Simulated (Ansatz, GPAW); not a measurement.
Li3SCl (Pm-3m): refractive index against wavelength

The refractive index of Li3SCl (Pm-3m) below the direct gap (4.34 eV on the mesh) is read from one computed spectrum, n = √(Re ε).

The structure is cubic, space group Pm-3m (No. 221). Conventional cell: a = 4.591 Å, b = 4.591 Å, c = 4.591 Å, α = 90.00°, β = 90.00°, γ = 90.00°. Around Cl on site b lie 12 Li at 3.25 Å. Around S on site a lie 6 Li at 2.30 Å. Li on site d has 2 S at 2.30 Å as nearest neighbours.

Method: GPAW 26.7.0, PBE, RPA, k-mesh 7×7×7, local fields up to 60 eV, Lorentzian half width 0.15 eV.

Launch of the response step: `OMP_NUM_THREADS=1 python df.py`. The run took 43 s, its band step included, on 1 thread of Arm Neoverse V2 (shared host).

```tsv
wavelength (nm)	photon energy E (eV)	n
1064	1.165	1.7046
850	1.459	1.7134
700	1.771	1.7255
633	1.959	1.7343
532	2.331	1.7557
450	2.755	?
405	3.061	1.8192
```

In the single-oscillator model n² − 1 = E₀E_d/(E₀² − E²), so 1/(n² − 1) = E₀/E_d − E²/(E₀E_d) is linear in E².

Working, on the rows shown:

| x = E² (eV²) | y = 1/(n² − 1) |
| --- | --- |
| 1.35784 | 0.524752 |
| 2.12762 | 0.516598 |
| 3.13716 | 0.505727 |
| 3.83641 | 0.498058 |
| 5.43137 | 0.480196 |
| 9.37179 | 0.432996 |

Means: x̄ = 4.2104, ȳ = 0.49305. Σ(x − x̄)(y − ȳ) = -0.4806, Σ(x − x̄)² = 41.9. Slope = -0.4806 / 41.9 = -0.01147; intercept = ȳ − slope · x̄ = 0.54135. Turned back into n, the line misses the rows shown by at most 0.0014.

**Question.** What does the fit predict for the withheld row, and how well does it do?

**Answer.** At x = 7.5912 the line gives y = 0.45427, that is 1.7892. The run gave 1.7884, so the interpolation is off by 0.00082, 0.7 % of the range in the table.

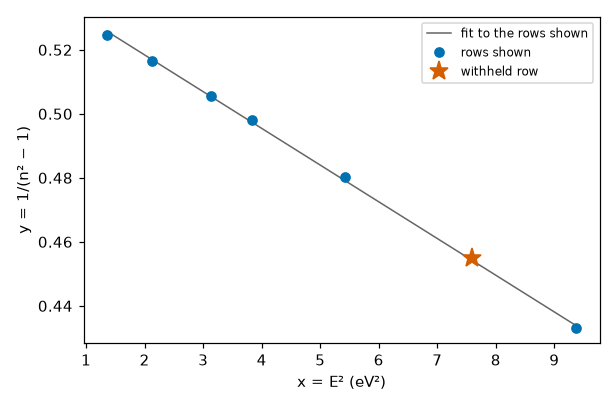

Refitted with all rows, the slope is -0.01144 and the intercept 0.54128. These give E₀ = √(intercept/−slope) = 6.88 eV and E_d = E₀/intercept = 12.7 eV; E₀ is 1.6 times the direct gap. The electronic limit at long wavelengths, without lattice vibrations, is n = √(1 + 1/intercept) = 1.687. The structure is a model and need not exist. Excitons are left out; PBE gaps are as a rule too small. The values come from a sum over the points of one k-mesh and carry its error, which grows as the direct gap shrinks.

[Logs are printed without paths, hosts, clocks, repeated set-up lines and the standing remarks that a program may print on its own settings, such as how far it seeks lower states.]
